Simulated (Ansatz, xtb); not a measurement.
Breaking the Be1–Cl3 bond in BeClF (SMILES [F][Be][Cl]) (multiplicity 1 held, fragments rigid). Energies count from the point at 1.810 Å.
Geometry at that point (charge 0, multiplicity 1):
```xyz
3

Be     0.000     0.000    -0.613
F      0.000     0.000    -1.988
Cl     0.000     0.000     1.197
```

Restricted levels (R-, RO-) in cc, def2 and unpolarised 6-31G sets keep to the state of the molecule at rest. U- levels take the lowest unrestricted solution at each point, which mixes spins at long bonds. Active spaces are followed from a long bond inwards. Left out are points that failed, MP2 points in a non-variational dive below the minimum, coupled-cluster points behind a sign of a changed root (a jump of the amplitudes, or a one-step jump against full CI or MRCI), small-basis points behind a change of solution, and semi-empirical points at long bonds. Levels need not reach the same state.

Correlated levels freeze the cores.

Run with Ansatz (an electronic-structure program); xtb for the GFN methods.  The GFN methods have no spin term and hold the electronic entropy of 300 K.

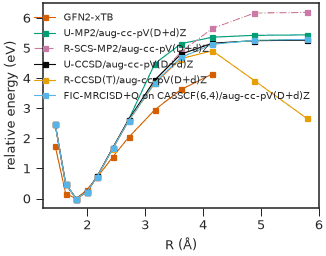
*Relative energy along the coordinate*

Problem. Read off the GFN2-xTB curve at R = 1.448.

Solution. about 1.7 eV

Doubts at one or more of the structures used: a spin-contaminated determinant (U-MP2/aug-cc-pV(D+d)Z, U-CCSD/aug-cc-pV(D+d)Z); a restricted determinant that unrestricted orbitals would lower (R-SCS-MP2/aug-cc-pV(D+d)Z, R-CCSD(T)/aug-cc-pV(D+d)Z); T1 above 0.05 (U-CCSD/aug-cc-pV(D+d)Z, R-CCSD(T)/aug-cc-pV(D+d)Z); the program's own flag: other amplitudes (U-CCSD/aug-cc-pV(D+d)Z); other coupled-cluster roots lie near (R-CCSD(T)/aug-cc-pV(D+d)Z); active orbitals that take no part (FIC-MRCISD+Q on CASSCF(6,4)/aug-cc-pV(D+d)Z).
